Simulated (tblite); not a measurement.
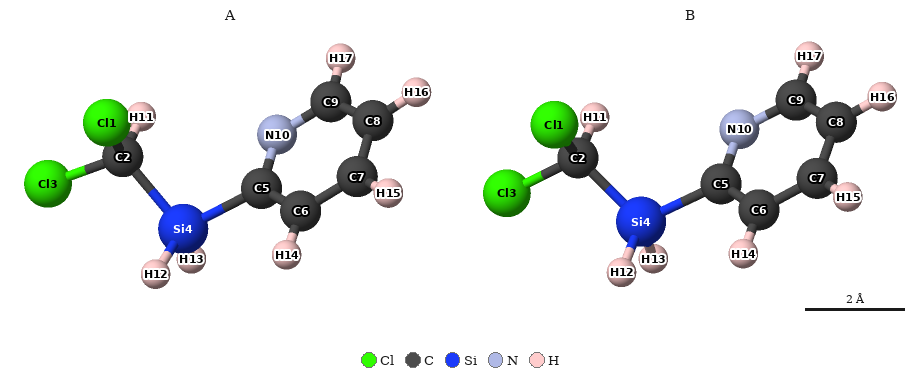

Two geometries of C6H7Cl2NSi, drawn at one scale. One is the start of a relaxation, the other its converged end. A ball-and-stick model, seen at a tilt.

These are results of GFN2-xTB geometry optimisation, gas phase (tblite), not measurements. 

Which one is relaxed?

Answer. Structure A is the relaxed one. The atom that moves furthest after the best rigid fit is Cl1 (0.26 Å). By element the largest moves are Cl 0.26 Å, H 0.18 Å, Si 0.16 Å, N 0.12 Å, C 0.11 Å. Near-neighbour distances that change, for instance: C2–Si4 1.837 → 1.923 Å, Si4–H13 1.506 → 1.462 Å, C2–Cl3 1.799 → 1.772 Å, C5–N10 1.358 → 1.333 Å. Among the angles between lasting bonds that change: H12–Si4–H13 105.5° → 112.9°, C2–Si4–C5 110.6° → 103.9°, C2–Si4–H12 112.6° → 107.7°. The energy falls by 0.204 eV in 63 geometry steps.
